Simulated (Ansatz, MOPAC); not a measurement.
Dissociation curve of LiCl, singlet.

Levels: FCI = full CI/cc-pVDZ, frozen core in Ansatz (a program for electronic structure); PM7, restricted, heats of formation (MOPAC); RHF/cc-pVDZ (Ansatz); UKS-CAM-B3LYP = Ansatz with unrestricted CAM-B3LYP/cc-pVDZ.

Energies are in mEh, each relative to the lowest point of its own curve near equilibrium.

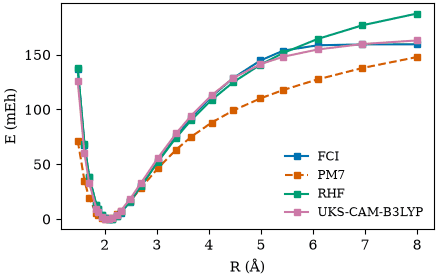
Energy against bond length for each method.

| R / Å | FCI | PM7 | RHF | UKS-CAM-B3LYP |
|---|---|---|---|---|
| 1.48 | 137.2 | 71.4 | 138.1 | 125.6 |
| 1.61 | 67.7 | 34.8 | 68.2 | 59.9 |
| 1.70 | 38.5 | 19.0 | 38.6 | 32.8 |
| 1.84 | 12.6 | 5.1 | 12.5 | 9.4 |
| 1.87 | 9.3 | 3.4 | 9.2 | 6.6 |
| 1.94 | 3.9 | 0.9 | 3.7 | 2.1 |
| 2.01 | 0.9 | 0.0 | 0.9 | 0.1 |
| 2.09 | 0.0 | 0.5 | 0.0 | 0.0 |
| 2.13 | 0.3 | 1.3 | 0.3 | 0.7 |
| 2.23 | 2.7 | 4.3 | 2.9 | 3.9 |
| 2.31 | 5.9 | 7.6 | 6.2 | 7.7 |
| 2.49 | 15.9 | 16.7 | 16.3 | 18.6 |
| 2.70 | 30.1 | 28.6 | 30.3 | 33.2 |
| 3.02 | 52.6 | 46.4 | 52.2 | 55.8 |
| 3.37 | 75.5 | 63.3 | 74.2 | 78.1 |
| 3.66 | 92.4 | 75.0 | 90.2 | 94.3 |
| 4.05 | 111.8 | 88.0 | 108.6 | 112.8 |
| 4.47 | 128.7 | 99.1 | 124.9 | 128.7 |
| 4.99 | 144.7 | 110.1 | 140.9 | 141.3 |
| 5.43 | 153.7 | 117.8 | 151.6 | 148.1 |
| 6.09 | 158.5 | 127.4 | 164.3 | 154.7 |
| 6.95 | 159.3 | 137.8 | 176.8 | 159.7 |
| 7.99 | 159.4 | 147.7 | 187.4 | 162.9 |

At the longest distance, 7.99 Å, RHF lies highest above its minimum (187.4 mEh) and PM7 lowest (147.7 mEh).

The restricted form behind PM7, RHF keeps the bonding electrons paired and can't separate into open-shell fragments. The unrestricted determinant behind UKS-CAM-B3LYP is spin-contaminated at 4.47 to 7.99 Å (<S²> up to 0.7, against 0.00 for a pure singlet).
